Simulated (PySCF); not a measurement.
# Ta$_{3}$: a changed input and its effect

System: Ta$_{3}$, multiplicity 6.
Method of run 1: UKS TPSS, Ta def2-SVP with ECP60; non-relativistic Hamiltonian with a scalar-relativistic core potential; density fitting (PySCF 2.14.0).

Text and figures count atoms from 1; the logs count them from 0 in places.

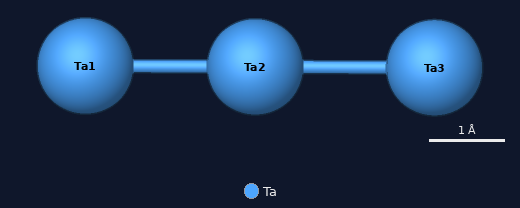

**Figure 1.** The structure (ball-and-stick view, seen on its broad side; atoms are numbered from 1 in the order of the input). Sticks mark near contacts.

## The input, run 1
```python
mol = gto.M(atom='''
Ta     0.00000     0.00000     2.33791
Ta     0.00000    -0.00000     0.04215
Ta    -0.00000    -0.00000    -2.38005''',
    basis={'Ta': 'def2-SVP'},
    ecp={'Ta': 'def2-SVP'},
    charge=0, spin=5)
mf = dft.UKS(mol, xc='TPSS')
mf.grids.atom_grid = (50, 194)  # f atoms: at least (60, 302), unpruned
mf = mf.density_fit()  # Ta def2-universal-JKFIT
mf.conv_tol = 1e-08; mf.max_cycle = 55
mf.kernel(dm0)
```

The script is an equivalent of the set-up of the self-consistent field. The run itself was carried out by a driver, which started from the orbitals of the step before it where there was one and computed the further properties.

Launched with:
```bash
OMP_NUM_THREADS=2 python <driver script>
```

Hardware: 2 threads of Arm Neoverse V1, 24 GiB of memory available, shared host.

## Output (run 1)
```
init E= -169.87358870421
cycle= 1 E= -170.233276101155  delta_E= -0.36  |g|= 0.871  |ddm|= 3.33
cycle= 2 E= -162.064469599801  delta_E= 8.17  |g|=  2.7  |ddm|= 7.74
cycle= 3 E= -160.403218074919  delta_E= 1.66  |g|= 3.06  |ddm|= 6.95
cycle= 4 E= -169.012859319618  delta_E= -8.61  |g|= 1.51  |ddm|= 6.72
  HOMO = -0.114527729728  LUMO = -0.101182346694  gap/eV = 0.36315
cycle= 5 E= -170.670246226881  delta_E= -1.66  |g|= 0.226  |ddm|= 2.11
  HOMO = -0.137362290616  LUMO = -0.11968256454  gap/eV = 0.48109
cycle= 6 E= -170.595004632567  delta_E= 0.0752  |g|= 0.42  |ddm|= 0.67
  HOMO = -0.137917277832  LUMO = -0.120941290562  gap/eV = 0.46194
cycle= 7 E= -170.596768287217  delta_E= -0.00176  |g|= 0.415  |ddm|= 0.0243
  HOMO = -0.143358694774  LUMO = -0.121402562341  gap/eV = 0.59746
cycle= 8 E= -170.651155694518  delta_E= -0.0544  |g|= 0.294  |ddm|= 0.237
  HOMO = -0.133954572706  LUMO = -0.111754440496  gap/eV = 0.60410
cycle= 9 E= -170.692155736604  delta_E= -0.041  |g|= 0.119  |ddm|= 0.252
  HOMO = -0.141207715443  LUMO = -0.114055366603  gap/eV = 0.73885
cycle= 10 E= -170.701369802947  delta_E= -0.00921  |g|= 0.0197  |ddm|= 0.281
  HOMO = -0.140597296637  LUMO = -0.113068481555  gap/eV = 0.74910
cycle= 11 E= -170.701751316977  delta_E= -0.000382  |g|= 0.00509  |ddm|= 0.0887
  HOMO = -0.141212383079  LUMO = -0.113351550959  gap/eV = 0.75813
cycle= 12 E= -170.701719501198  delta_E= 3.18e-05  |g|= 0.0129  |ddm|= 0.0692
  HOMO = -0.141243905495  LUMO = -0.113537457954  gap/eV = 0.75393
cycle= 13 E= -170.701787362955  delta_E= -6.79e-05  |g|= 0.00827  |ddm|= 0.017
  HOMO = -0.14137581504  LUMO = -0.113676860937  gap/eV = 0.75373
cycle= 14 E= -170.701833482691  delta_E= -4.61e-05  |g|= 0.00184  |ddm|= 0.0302
  HOMO = -0.141351605789  LUMO = -0.113662917202  gap/eV = 0.75345
cycle= 15 E= -170.701835996313  delta_E= -2.51e-06  |g|= 0.000526  |ddm|= 0.00964
  HOMO = -0.141374008938  LUMO = -0.113691091023  gap/eV = 0.75329
cycle= 16 E= -170.701836271701  delta_E= -2.75e-07  |g|= 0.000191  |ddm|= 0.00381
  HOMO = -0.141381143644  LUMO = -0.113709219864  gap/eV = 0.75299
cycle= 17 E= -170.701836318446  delta_E= -4.67e-08  |g|= 0.000242  |ddm|= 0.00213
  HOMO = -0.141378970216  LUMO = -0.113713313326  gap/eV = 0.75282
cycle= 18 E= -170.7018363846  delta_E= -6.62e-08  |g|= 8.82e-05  |ddm|= 0.00241
  HOMO = -0.141382037086  LUMO = -0.113715461777  gap/eV = 0.75285
cycle= 19 E= -170.701836394187  delta_E= -9.59e-09  |g|= 1.66e-05  |ddm|= 0.000697
  HOMO = -0.1413797088  LUMO = -0.113710805101  gap/eV = 0.75291
Extra cycle  E= -170.701836377396  delta_E= 1.68e-08  |g|= 0.000173  |ddm|= 0.000299
converged SCF energy = -170.701836377396  <S^2> = 8.8070089  2S+1 = 6.018973
```

The input of run 2 differs as follows (lines with − go, lines with + come):
```diff
-    charge=0, spin=5)
+    charge=0, spin=1)
```

Predict how the results change.

The total energies belong to different systems, so their difference says nothing on which is more stable or more accurate. The dipole moment goes from 0.14 to 0.43 D. On the same kind of shared host run 2 took about 6.4 times as long.

## Output (run 2)
```
init E= -170.135730267128
  HOMO = -0.195398677378  LUMO = -0.186716424922  gap/eV = 0.23626
cycle= 1 E= -169.630034208173  delta_E= 0.506  |g|= 1.38  |ddm|= 3.25
  HOMO = -0.102553913895  LUMO = -0.100488970121  gap/eV = 0.05619
cycle= 2 E= -154.566175492798  delta_E= 15.1  |g|= 3.53  |ddm|= 11.8
  HOMO = -0.139561909912  LUMO = -0.135062472892  gap/eV = 0.12244
cycle= 3 E= -153.391574560515  delta_E= 1.17  |g|= 3.63  |ddm|= 10.2
  HOMO = -0.111251269959  LUMO = -0.105696460247  gap/eV = 0.15115
cycle= 4 E= -163.377439677994  delta_E= -9.99  |g|=  3.1  |ddm|= 7.47
  HOMO = -0.113706639311  LUMO = -0.111662859966  gap/eV = 0.05561
cycle= 5 E= -168.282487406155  delta_E= -4.91  |g|= 2.08  |ddm|= 3.06
  HOMO = -0.123747910382  LUMO = -0.114268563946  gap/eV = 0.25795
cycle= 6 E= -165.99543779503  delta_E= 2.29  |g|= 2.71  |ddm|= 1.02
cycle= 7 E= -170.424427408747  delta_E= -4.43  |g|= 0.673  |ddm|= 2.07
  HOMO = -0.130839070941  LUMO = -0.121375418422  gap/eV = 0.25752
cycle= 8 E= -170.502834101482  delta_E= -0.0784  |g|= 0.557  |ddm|= 1.58
  HOMO = -0.154529795293  LUMO = -0.152256579328  gap/eV = 0.06186
cycle= 9 E= -170.612783818199  delta_E= -0.11  |g|= 0.293  |ddm|= 1.55
  HOMO = -0.129468381534  LUMO = -0.124717712526  gap/eV = 0.12927
cycle= 10 E= -170.592792520353  delta_E= 0.02  |g|= 0.373  |ddm|= 1.51
  HOMO = -0.129718003959  LUMO = -0.128052565991  gap/eV = 0.04532
cycle= 11 E= -170.638333795699  delta_E= -0.0455  |g|= 0.253  |ddm|= 0.393
...
  HOMO = -0.140442768355  LUMO = -0.0206607498441  gap/eV = 3.25943
cycle= 17 E= -170.694713027069  delta_E= -1.03e-06  |g|= 0.00102  |ddm|= 0.00627
  HOMO = -0.140446637735  LUMO = -0.0206655148695  gap/eV = 3.25941
cycle= 18 E= -170.694713705832  delta_E= -6.79e-07  |g|= 0.00064  |ddm|= 0.00377
  HOMO = -0.140450164952  LUMO = -0.020665609034  gap/eV = 3.25950
cycle= 19 E= -170.694714018363  delta_E= -3.13e-07  |g|= 0.000298  |ddm|= 0.00221
  HOMO = -0.140449388454  LUMO = -0.0206646665236  gap/eV = 3.25951
cycle= 20 E= -170.694714111369  delta_E= -9.3e-08  |g|= 0.00014  |ddm|= 0.00125
  HOMO = -0.14044702293  LUMO = -0.02065795827  gap/eV = 3.25963
cycle= 21 E= -170.694714140395  delta_E= -2.9e-08  |g|= 0.000111  |ddm|= 0.000887
  HOMO = -0.140447322202  LUMO = -0.0206574010695  gap/eV = 3.25965
cycle= 22 E= -170.694714152608  delta_E= -1.22e-08  |g|= 9.96e-05  |ddm|= 0.000575
  HOMO = -0.140447760629  LUMO = -0.0206562432248  gap/eV = 3.25969
cycle= 23 E= -170.694714159547  delta_E= -6.94e-09  |g|= 7.74e-05  |ddm|= 0.000341
  HOMO = -0.140450164066  LUMO = -0.120656429512  gap/eV = 0.53861
Extra cycle  E= -170.694713730806  delta_E= 4.29e-07  |g|= 0.000883  |ddm|= 0.00117
SCF not converged.
  HOMO = -0.14042204869  LUMO = -0.12066501284  gap/eV = 0.53762
macro= 0  E= -170.694714169176  delta_E= -4.3837e-07  |g|= 4.9892e-05  2 KF 6 JK
macro= 1  E= -170.694714169177  delta_E= -5.68434e-13  |g|= 2.4305e-05  1 KF 2 JK
macro X = 2  E=-170.694714169177  |g|= 2.4305e-05  total 4 KF 11 JK
converged SCF energy = -170.694714169177  <S^2> = 2.9416485  2S+1 = 3.5730371
```

## The two runs side by side

| quantity | run 1 | run 2 |
| --- | --- | --- |
| outcome | converged | converged |
| total energy (hartree) | −170.701836 | −170.694714 |
| dipole moment (D) | 0.14 | 0.43 |
| ⟨S²⟩ | 8.807 | 2.942 |
| basis functions | 96 | 96 |
| wall time (shared host) | 6 s | 38 s |

For run 2: ⟨S²⟩ is 2.94 against 0.75 for a pure state: the solution is spin-contaminated.
